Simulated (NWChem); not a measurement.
# doublet SiSe+: levels of theory compared

Aim: a comparison of 6 runs (UHF/STO-3G, UB3LYP/aug-cc-pVTZ, UB3LYP/6-31G*, U-r2SCAN/aug-cc-pVTZ, UM06-2X/aug-cc-pVTZ, UPBE0/aug-cc-pVTZ) of doublet SiSe+. 

The results are computed with NWChem 7.3.0.

2 further runs of the same task are left out: 2 set aside as unsound or not needed. Runs told in other sessions of the task aren't counted.

## 1. The molecule

The species is SiSe+ (2 atoms), meant as a doublet with charge +1. SMILES of the parent species: `[Si][Se]`. The coordinates come from a PBE0-D4/def2-TZVP relaxation. That shape belongs to the parent species and isn't relaxed for this state.

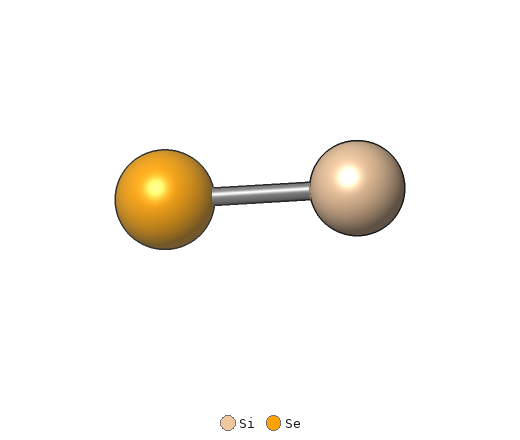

Viewed from a chosen angle; silicon light orange, selenium orange.

## 2. The energy at UHF/STO-3G (run 1)

run.py reads:

```python
from ase import Atoms
from ase.calculators.nwchem import NWChem

atoms = Atoms('SiSe', positions=[
    [0.000000, 0.000000, 0.031440],
    [-0.000000, -0.000000, 2.093090],
])

calc = NWChem(
    label='m1',
    theory='scf',
    memory='2200 mb',
    basis='STO-3G',
    basispar='spherical bse',
    charge=1,
    scf={'nopen': '1', 'uhf': None, 'thresh': '1e-08', 'maxiter': '80', 'print': 'low'},
    task='energy',
)
atoms.calc = calc

print("Total energy (eV):", round(atoms.get_potential_energy(), 6))
```

On the command line:

```bash
$ export ASE_NWCHEM_COMMAND="nwchem PREFIX.nwi > PREFIX.nwo"
$ python run.py
```

Log:

```text
Total energy (eV): -72352.4893
```

The calculator wrote m1.nwi:

```
title "m1"

permanent_dir m1

scratch_dir m1

start m1

geometry units angstrom nocenter noautosym noautoz
  Si 0.0000000000000000e+00 0.0000000000000000e+00 3.1440000000000003e-02
  Se -0.0000000000000000e+00 -0.0000000000000000e+00 2.0930900000000001e+00
end

charge 1

memory 2200 mb

basis spherical bse noprint
   * library STO-3G
end

scf
  nopen 1
  uhf
  thresh 1e-08
  maxiter 80
  print low
end

task scf energy
```

m1.nwo:

```text
Northwest Computational Chemistry Package (NWChem) 7.3.0
             --------------------------------------------------------

           Job information
           ---------------

    nwchem branch   = 7.3.0
    use scalapack   = T
    input           = m1.nwi
    prefix          = m1.
    data base       = m1/m1.db
    status          = startup
    nproc           =        1

           Memory information
           ------------------

    heap     =     72089598 doubles =      550.0 Mbytes
    stack    =     72089595 doubles =      550.0 Mbytes
    global   =    144179200 doubles =     1100.0 Mbytes (distinct from heap & stack)
    total    =    288358393 doubles =     2200.0 Mbytes
    verify   = yes
    hardfail = no

[... 33 lines left out ...]
            Nuclear Dipole moment (a.u.)
[... 25 lines left out ...]
                                        m1

  ao basis        = "ao basis"
  functions       =    27
  atoms           =     2
  alpha electrons =    24
  beta  electrons =    23
  charge          =   1.00
  wavefunction    = UHF
  input vectors   = atomic
  output vectors  = m1/m1.movecs
  use symmetry    = F
  symmetry adapt  = F

 Forming initial guess at       0.0s

 Starting SCF solution at       0.1s

  ga_iter_lsolve: convergence stagnant ... aborting solve
  ga_iter_lsolve: convergence stagnant ... aborting solve

       Final UHF  results
       ------------------

         Total SCF energy =  -2658.904961141036
      One electron energy =  -3953.242032681427
      Two electron energy =   1172.159024576137
 Nuclear repulsion energy =    122.178046964255

                       Sz =      0.5000
                 Sz(Sz+1) =      0.7500
                      S^2 =      0.7773

        Time for solution =      3.5s

 Task  times  cpu:        3.6s     wall:        3.6s
 Total times  cpu:        3.6s     wall:        3.6s
```

Wall time 4.8 s (1 thread of Intel Xeon 6975P-C (Granite Rapids), shared host); peak memory 0.1 GiB.

## 3. A single-point energy at UB3LYP/aug-cc-pVTZ (run 2)

run.nw reads:

```
start run
title "SiSe"
memory stack 880 mb heap 220 mb global 1100 mb
charge 1

geometry units au noautosym nocenter noautoz
   Si   0.00000000   0.00000000   0.05941299
   Se   0.00000000   0.00000000   3.95536685
end

basis spherical bse
   Si library aug-cc-pVTZ
   Se library aug-cc-pVTZ
end

dft
   xc b3lyp
   mult 2
   grid fine
   convergence energy 1e-08
   maxiter 100
   mulliken
   print low
end

task dft energy
```

On the command line:

```bash
$ nwchem run.nw > run.out
```

Log:

```text
[...]
 d= 0,ls=0.0,diis     1  -2690.2053645546 -2.81D+03  1.50D-02  2.26D+00    18.9
[...]
 d= 0,ls=0.0,diis    14  -2690.7973309324 -7.17D-09  8.52D-08  2.50D-11   171.2
[...]
         Total DFT energy =    -2690.797330932407
      One electron energy =    -3975.066197137730
           Coulomb energy =     1269.868337283017
    Exchange-Corr. energy =     -107.777509397687
 Nuclear repulsion energy =      122.178038319992
[...]
      Total Density - Mulliken Population Analysis
     ---------------------------------------------
    Atom       Charge   Shell Charges
 -----------   ------   -------------------------------------------------------
    1 Si  14    13.39   2.00  1.87  0.28  1.14  0.44 -0.03  5.51  0.58  1.03  0.42 -0.00  0.05  0.09 -0.00  0.02  0.00
    2 Se  34    33.61   2.00  2.01  1.91  0.50  1.09  0.38 -0.02  6.00  5.83  0.96  2.17  0.73 -0.01  9.62  0.39  0.04  0.01  0.01  0.00
[...]
      <S2> =      0.7564 (Exact =     0.7500)
[...]
```

Run time: 2.9 min. Hardware: 1 thread of Intel Xeon 6975P-C (Granite Rapids), shared host; peak memory 0.13 GiB.

Run 3 isn't shown in full; the table further down has it.

## 4. A single-point energy at U-r2SCAN/aug-cc-pVTZ (run 4)

run.xyz reads:

```xyz
2
SiSe
Si     0.000000     0.000000     0.031440
Se     0.000000     0.000000     2.093090
```

run.py reads:

```python
from ase.io import read
from ase.calculators.nwchem import NWChem

mol = read('run.xyz')

calc = NWChem(
    label='run',
    theory='dft',
    memory='2200 mb',
    basis='aug-cc-pVTZ',
    basispar='spherical bse',
    charge=1,
    dft={'xc': 'r2scan', 'mult': '2', 'grid': 'fine', 'convergence': 'energy 1e-08', 'iterations': '100', 'mulliken': None},
    task='energy',
)
mol.calc = calc

print(f"energy = {mol.get_potential_energy():.6f} eV")
```

On the command line:

```bash
$ export ASE_NWCHEM_COMMAND="nwchem PREFIX.nwi > PREFIX.nwo"
$ python run.py
```

Log:

```text
energy = -73217.789668 eV
```

The calculator wrote run.nwi:

```
title "run"

permanent_dir run

scratch_dir run

start run

geometry units angstrom nocenter noautosym noautoz
  Si 0.0000000000000000e+00 0.0000000000000000e+00 3.1440000000000003e-02
  Se 0.0000000000000000e+00 0.0000000000000000e+00 2.0930900000000001e+00
end

charge 1

memory 2200 mb

basis spherical bse noprint
   * library aug-cc-pVTZ
end

dft
  xc r2scan
  mult 2
  grid fine
  convergence energy 1e-08
  iterations 100
  mulliken
end

task dft energy
```

run.nwo:

```text
Northwest Computational Chemistry Package (NWChem) 7.3.0
             --------------------------------------------------------

           Job information
           ---------------

    nwchem branch   = 7.3.0
    use scalapack   = T
    input           = run.nwi
    prefix          = run.
    data base       = run/run.db
    status          = startup
    nproc           =        1

           Memory information
           ------------------

    heap     =     72089596 doubles =      550.0 Mbytes
    stack    =     72089601 doubles =      550.0 Mbytes
    global   =    144179200 doubles =     1100.0 Mbytes (distinct from heap & stack)
    total    =    288358397 doubles =     2200.0 Mbytes
    verify   = yes
    hardfail = no

[... 72 lines left out ...]
  convergence criterion.
[... 17 lines left out ...]
          Convergence on gradient requested:  5.00D-04
[... 22 lines left out ...]
          Convergence aids based upon iterative change in
[... 30 lines left out ...]
 1-e energy   =   -3904.397638
[... 47 lines left out ...]
         Total DFT energy =    -2690.704163414071
[... 2 lines left out ...]
    Exchange-Corr. energy =     -107.702074024029
[... 798 lines left out ...]
                     DFT Final Beta Molecular Orbital Analysis
[... 872 lines left out ...]
 center of mass
 --------------
 x =   0.00000000 y =   0.00000000 z =   2.93570628

 moments of inertia (a.u.)
 ------------------
         313.506825040917           0.000000000000           0.000000000000
           0.000000000000         313.506825040917           0.000000000000
           0.000000000000           0.000000000000           0.000000000000

     Multipole analysis of the density
     ---------------------------------

     L   x y z        total         alpha         beta         nuclear
     -   - - -        -----         -----         ----         -------
     0   0 0 0      1.000000    -24.000000    -23.000000     48.000000

     1   1 0 0      0.000000     -0.000000      0.000000      0.000000
[... 8 lines of this table left out ...]
     2   0 0 2    -10.751282   -276.556231   -266.171909    531.976858

 Task  times  cpu:      209.2s     wall:      209.2s
 Total times  cpu:      209.2s     wall:      209.2s
```

It took 3.5 min on 1 thread of Intel Xeon 6975P-C (Granite Rapids), shared host; peak memory 0.13 GiB.

Run 5 isn't shown in full; the table further down has it.

## 5. The energy at UPBE0/aug-cc-pVTZ (run 6)

sesi.nw reads:

```
START sesi
memory stack 880 mb heap 220 mb global 1100 mb
charge 1

GEOMETRY noautosym nocenter noautoz
  Si     0.000000     0.000000     0.031440
  Se     0.000000     0.000000     2.093090
END

BASIS spherical bse
  Si library aug-cc-pVTZ
  Se library aug-cc-pVTZ
END

DFT
  xc pbe0
  mult 2
  grid fine
  convergence energy 1e-08
  maxiter 100
  mulliken
END

TASK dft energy
```

On the command line:

```bash
$ nwchem sesi.nw > sesi.out
```

Log:

```text
[...]
          Wavefunction type:  spin polarized.
          No. of atoms     :     2
          No. of electrons :    47
[...]
          Charge           :     1
          Spin multiplicity:     2
[...]
          AO basis - number of functions:   109
[...]
              XC Information
              --------------
                         PBE0 Method XC Functional
                     Hartree-Fock (Exact) Exchange  0.250
          PerdewBurkeErnzerhof Exchange Functional  0.750
            Perdew 1991 LDA Correlation Functional  1.000 local
           PerdewBurkeErnz. Correlation Functional  1.000 non-local
[...]
 d= 0,ls=0.0,diis     1  -2689.7524600645 -2.81D+03  1.47D-02  2.20D+00    20.9
[...]
 d= 0,ls=0.0,diis    15  -2690.3356826005 -1.57D-10  9.18D-08  1.64D-11   185.5
[...]
         Total DFT energy =    -2690.335682600549
      One electron energy =    -3975.194575969530
           Coulomb energy =     1270.012569818782
    Exchange-Corr. energy =     -107.331723414056
 Nuclear repulsion energy =      122.178046964255
[...]
      Total Density - Mulliken Population Analysis
     ---------------------------------------------
    Atom       Charge   Shell Charges
 -----------   ------   -------------------------------------------------------
    1 Si  14    13.36   2.00  1.88  0.25  1.14  0.42 -0.03  5.51  0.57  1.04  0.40 -0.01  0.05  0.10  0.00  0.02  0.01
    2 Se  34    33.64   2.00  2.01  1.91  0.47  1.10  0.40 -0.00  6.00  5.84  0.92  2.23  0.69 -0.02  9.63  0.38  0.05  0.01  0.01  0.00
[...]
      <S2> =      0.7596 (Exact =     0.7500)
[...]
```

Run time: 3.1 min. Hardware: 1 thread of Intel Xeon 6975P-C (Granite Rapids), shared host; peak memory 0.13 GiB.

## 6. The series

| run | level | iteration cap | module | energy (Eh) | ⟨S²⟩ | wall time |
| --- | --- | --- | --- | --- | --- | --- |
| 1 | UHF/STO-3G | 80 | scf | -2658.904961 | 0.777 | 4.8 s |
| 2 | UB3LYP/aug-cc-pVTZ | 100 | dft | -2690.797331 | 0.756 | 2.9 min |
| 3 | UB3LYP/6-31G* (spherical functions) | 100 | dft | -2690.421639 | 0.756 | 13 s |
| 4 | U-r2SCAN/aug-cc-pVTZ | 100 | dft | -2690.704163 | 0.761 | 3.5 min |
| 5 | UM06-2X/aug-cc-pVTZ | 100 | dft | -2690.748193 | 0.760 | 3.1 min |
| 6 | UPBE0/aug-cc-pVTZ | 100 | dft | -2690.335683 | 0.760 | 3.1 min |

## 7. Summary of results

```
                                 quantity           value
                      run 6: total energy  -2690.33568 Eh
run 6: HOMO energy (highest over α and β)       -14.45 eV
 run 6: LUMO energy (lowest over α and β)       -12.29 eV
                              run 6: ⟨S²⟩           0.760
```

**Reading.** Totals of different functionals can't be ranked against each other. In run 1 the basis is minimal, so the values are rough. All runs together took 13 min, the longest 3.5 min.
